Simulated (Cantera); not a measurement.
Input: 1 mol PbO, 0.81 mol H2, 0.5 mol N2, at 0.133 bar.

Method: chemical equilibrium by Gibbs-energy minimisation in Cantera with the NASA 1993 tables (ideal gas, pure condensed phases). Candidate condensed phases: H2O, Pb, PbO, PbO2, Pb3O4; 27 gas species. Each liquid is taken as pure. Mutual solubility and eutectic melting of coexisting phases are not modelled. Gases not in the tables: (PbO)n polymers. Kinetics and transport are ignored.

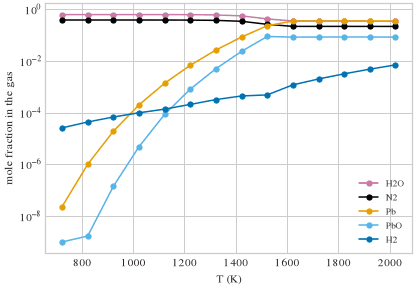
*Equilibrium gas composition (values under 1e-9 drawn at 1e-9)*

At 723 K the condensed part is Pb(l) + PbO(red). From 823 K to 1123 K the condensed part is Pb(l) + PbO(yellow). From 1223 K to 1523 K the condensed part is Pb(l) + PbO(l). From 1623 K to 2023 K nothing is condensed.
